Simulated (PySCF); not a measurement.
SMILES COc1ccc(-c2ccccc2)s1 at its GFN2-xTB optimised geometry (Å):

```
23

C     -2.6559    -3.7418    -0.0008
O     -1.2631    -3.9468     0.0002
C     -0.4871    -2.8497     0.0000
C      0.8772    -2.8497     0.0000
C      1.4169    -1.5505     0.0000
C      0.4846    -0.5503     0.0002
C      0.6687     0.8841     0.0008
C     -0.4313     1.7446     0.0243
C     -0.2621     3.1144     0.0257
C      1.0111     3.6597     0.0037
C      2.1120     2.8189    -0.0204
C      1.9478     1.4482    -0.0221
S     -1.1267    -1.2348     0.0007
H     -2.9726    -3.1874     0.8889
H     -3.1086    -4.7311     0.0002
H     -2.9718    -3.1894    -0.8922
H      1.4604    -3.7513    -0.0001
H      2.4767    -1.3716     0.0012
H     -1.4274     1.3247     0.0419
H     -1.1275     3.7607     0.0444
H      1.1448     4.7311     0.0050
H      3.1086     3.2361    -0.0383
H      2.8168     0.8094    -0.0422
```

Calculation: CAM-B3LYP/def2-SVP in PySCF. Cells within 0.4 Å of a nucleus heavier than hydrogen are left out (blank, or x).

Map of the electrostatic potential (hartree/e), clipped to [-0.08, 0.12] on the plane z = 0.0 Å:

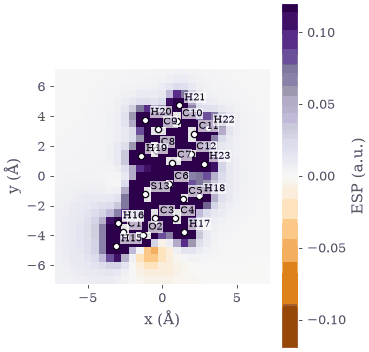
Fig. 1. Electrostatic potential (hartree/e), clipped to [-0.08, 0.12] on the plane z = 0.0 Å.
